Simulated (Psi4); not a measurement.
# CCSD(T)/cc-pVDZ (sweep point 1) run of S2O (SMILES O=S=S)

Aim: the vertical ionisation energy of S2O at CCSD(T)/cc-pVDZ (sweep point 1), from 2 runs. 

Program for the calculation: Psi4 1.11.

**1. Starting point**

S2O: 3 atoms, total charge 0, spin state singlet. As SMILES, `O=S=S`. Geometry: relaxed at PBE0-D4/def2-TZVP.

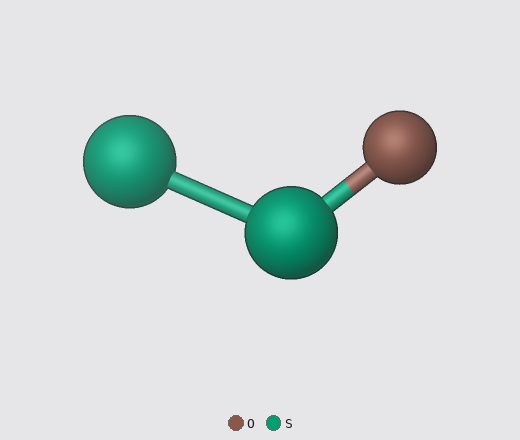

Viewed from a chosen angle; oxygen brown, sulfur teal.

**2. The energy at CCSD(T)/cc-pVDZ (sweep point 1)**

The input, input.dat:

```
memory 1600 MB

molecule {
  0 1
  O      0.85345701     2.27526805     0.93195623
  S      0.99989189    -0.38835762     0.28145581
  S     -1.85333000    -1.88691043    -1.21341204
  units bohr
  symmetry c1
}

set basis cc-pVDZ
set reference rhf
set puream true
set scf_type pk
set num_frozen_docc 11

energy_value, wavefunction = energy('ccsd(t)', return_wfn=True)
```

Started as:

```bash
$ psi4 input.dat output.dat -n 1
```

output.dat:

```text
[...]
  Running in c1 symmetry.
[...]
  Nuclear repulsion =  142.341724245657048
[...]
  Multiplicity = 1
[...]
  Nalpha       = 20
  Nbeta        = 20
[...]
    Number of basis functions: 50
[...]
   @RHF iter   1:  -869.74840728907373   -7.61649e-02   9.14356e-03 DIIS/ADIIS
[...]
   @RHF iter  14:  -869.84716179673887   -1.13687e-13   2.47156e-09 DIIS
[...]
    Orbital Energies [Eh]
    ---------------------
    Doubly Occupied:
       1A    -92.152545     2A    -91.987473     3A    -20.608660
       4A     -9.142147     5A     -8.992972     6A     -6.823648
       7A     -6.821673     8A     -6.819940     9A     -6.674390
      10A     -6.671811    11A     -6.669819    12A     -1.440824
      13A     -1.089169    14A     -0.815108    15A     -0.639445
      16A     -0.632129    17A     -0.609737    18A     -0.452657
      19A     -0.411441    20A     -0.399580
[...]
  @RHF Final Energy:  -869.84716179673887
   => Energetics <=
    Nuclear Repulsion Energy =            142.3417242456570477
    One-Electron Energy =               -1484.6674341712764544
    Two-Electron Energy =                 472.4785481288804476
    Total Energy =                       -869.8471617967388738
[...]
 Multipole Moments:
 ------------------------------------------------------------------------------------
     Multipole            Electronic (a.u.)      Nuclear  (a.u.)        Total (a.u.)
 ------------------------------------------------------------------------------------
 L = 1.  Multiply by 2.5417464519 to convert [e a0] to [Debye]
 Dipole X            :          0.3326396           -0.0060304            0.3266093
 Dipole Y            :         -0.6813446           -0.0124971           -0.6938417
 Dipole Z            :         -0.0000000            0.0000000           -0.0000000
 Magnitude           :                                                    0.7668702
[...]
      * MP2 total energy                      = -870.312474440444930
[...]
      * CCSD total energy                     = -870.320839236610709
[...]
      * CCSD(T) total energy                  = -870.342993610940198
[...]
```

Run time: 12 s. Hardware: 1 thread of Intel Xeon at 2.70GHz, shared host; peak memory 0.28 GiB.

**3. The doublet cation at the same level**

The input, job.inp:

```
memory 1600 MB

molecule system {
  1 2
  O      0.85345701     2.27526805     0.93195623
  S      0.99989189    -0.38835762     0.28145581
  S     -1.85333000    -1.88691043    -1.21341204
  units au
  symmetry c1
}

set {
  basis cc-pVDZ
  reference uhf
  puream true
  scf_type pk
  num_frozen_docc 11
  maxiter 100
}

E, wfn = energy("ccsd(t)", return_wfn=True)
print_variables()
```

Started as:

```bash
$ psi4 job.inp job.out -n 1
```

job.out:

```text
[...]
  Running in c1 symmetry.
[...]
  Nuclear repulsion =  142.341724245657048
[...]
  Multiplicity = 2
[...]
  Nalpha       = 20
  Nbeta        = 19
[...]
    Number of basis functions: 50
[...]
   @UHF iter   1:  -869.32022486841879    3.52018e-01   1.02772e-02 ADIIS/DIIS
[...]
   @UHF iter  26:  -869.49786800251934   -5.68434e-13   6.81863e-09 DIIS
[...]
   @S^2 Observed:                7.743655805E-01
[...]
    Orbital Energies [Eh]
    ---------------------
    Alpha Occupied:
       1A    -92.427073     2A    -92.324462     3A    -20.906686
       4A     -9.419217     5A     -9.329424     6A     -7.099913
       7A     -7.096752     8A     -7.096241     9A     -7.023463
      10A     -7.005945    11A     -7.002463    12A     -1.723873
      13A     -1.411781    14A     -1.109854    15A     -0.923322
      16A     -0.917799    17A     -0.875352    18A     -0.768375
      19A     -0.724697    20A     -0.713964
    Alpha Virtual:
      21A     -0.281114    22A     -0.105306    23A     -0.060849
      24A      0.194491    25A      0.299169    26A      0.308907
[...]
  @UHF Final Energy:  -869.49786800251934
   => Energetics <=
    Nuclear Repulsion Energy =            142.3417242456570477
    One-Electron Energy =               -1472.9350566437465204
    Two-Electron Energy =                 461.0954643955700476
    Total Energy =                       -869.4978680025193398
  UHF NO Occupations:
  HONO-2 :   18  A 1.9955727
  HONO-1 :   19  A 1.9942975
[...]
 Multipole Moments:
 ------------------------------------------------------------------------------------
     Multipole            Electronic (a.u.)      Nuclear  (a.u.)        Total (a.u.)
 ------------------------------------------------------------------------------------
 L = 1.  Multiply by 2.5417464519 to convert [e a0] to [Debye]
 Dipole X            :         -0.2523497           -0.0060304           -0.2583800
 Dipole Y            :         -1.0689282           -0.0124971           -1.0814253
 Dipole Z            :         -0.0000000            0.0000000           -0.0000000
 Magnitude           :                                                    1.1118637
[...]
      * MP2 total energy                      = -869.934860487445462
[...]
      * CCSD total energy                     = -869.952891584746681
[...]
      * CCSD(T) total energy                     = -869.974989866694500
[...]
```

Run time: 22 s. Hardware: 1 thread of Intel Xeon at 2.70GHz, shared host; peak memory 0.28 GiB.

**4. Results**

Level: CCSD(T)/cc-pVDZ (sweep point 1), 11 core orbitals frozen.

| quantity | value |
| --- | --- |
| singlet S2O: total energy | -870.34299 Eh |
| singlet S2O: HOMO energy (Hartree–Fock orbitals) | -10.87 eV |
| singlet S2O: LUMO energy (Hartree–Fock orbitals) | -0.56 eV |
| singlet S2O: HOMO–LUMO gap (Hartree–Fock orbitals) | 10.32 eV |
| singlet S2O: correlation energy (11 core orbitals frozen) | -495.8 mEh |
| singlet S2O: (T) correction | -22.15 mEh |
| singlet S2O: T1 diagnostic | 0.023 |
| doublet cation: total energy | -869.97499 Eh |
| doublet cation: HOMO energy (Hartree–Fock orbitals) (highest over α and β) | -18.56 eV |
| doublet cation: LUMO energy (Hartree–Fock orbitals) (lowest over α and β) | -8.24 eV |
| doublet cation: correlation energy (11 core orbitals frozen) | -477.1 mEh |
| doublet cation: (T) correction | -22.10 mEh |
| doublet cation: ⟨S²⟩ of the reference determinant | 0.774 |
| doublet cation: T1 diagnostic | 0.054 |
| vertical ionisation energy (to the doublet cation) | 10.014 eV |

What this shows: The vertical ionisation energy comes to 10.01 eV (966 kJ/mol). The T1 diagnostic (singlet S2O) of 0.023 is above the customary mark for such species, so a single reference may not serve. The triples (singlet S2O) make up 4.5 % of the correlation energy. The T1 diagnostic (doublet cation) of 0.054 is above the customary mark for such species, so a single reference may not serve. The triples (doublet cation) make up 4.6 % of the correlation energy.
